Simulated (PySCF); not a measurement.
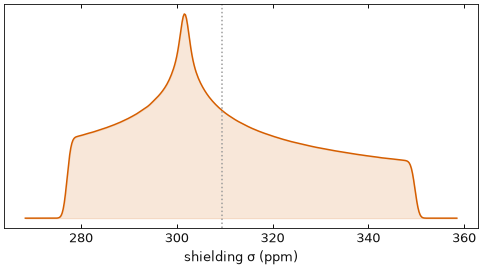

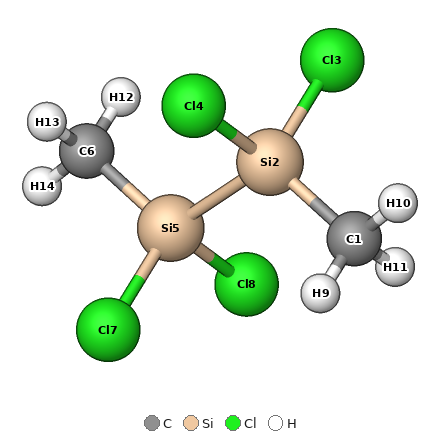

Static powder pattern (²⁹Si) from GIAO shielding tensors of C₂H₆Cl₄Si₂, SMILES C[Si](Cl)(Cl)[Si](C)(Cl)Cl, PBE0/pcSseg-1 (IEF-PCM dichloromethane), PySCF, at a PBE0-D3(BJ)/def2-SVP geometry (no frequency check); absolute shielding, one fixed geometry of the isolated molecule without any motion, no dipolar terms. The dotted line is the isotropic value; skew is 3(σiso − σ22)/span.

The pattern belongs to Si5. Give the principal values, span and skew.

Answer. Si5: σ11, σ22, σ33 = 277, 302, 350 ppm, isotropic 310, span 73 ppm, skew 0.32.

Caveats: one conformer of a flexible molecule.
